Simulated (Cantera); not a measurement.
Charge: 1 mol ZrO2, 71 mol H2, 34 mol N2, equilibrated at 11.0 Pa.

Equilibrium computed with Cantera from the NASA thermochemical tables; the gas is ideal and each condensed phase is pure. Candidate condensed phases: H2O, Zr, ZrN, ZrO2; 28 gas species. Mutual solubility and eutectic melting of coexisting phases are not modelled. ZrN: taken at fixed stoichiometry. Condensed phases not in the tables: solid solutions among these carbides, nitrides and lower oxides. The numbers say what is thermodynamically allowed, not how fast it happens.

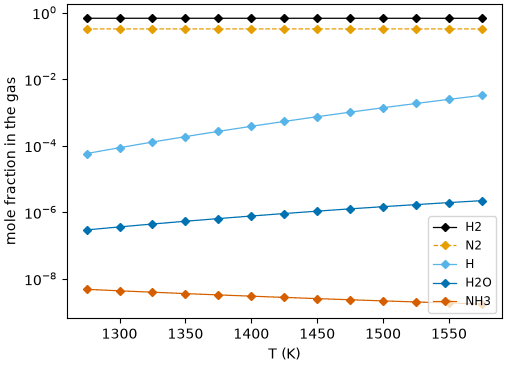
Equilibrium gas composition (values under 1e-9 drawn at 1e-9)

Task: Read off the mole fractions at 1375 K.

Result: H2 about 0.68, N2 about 0.32, H about 0.00027, H2O about 6.4e-7.
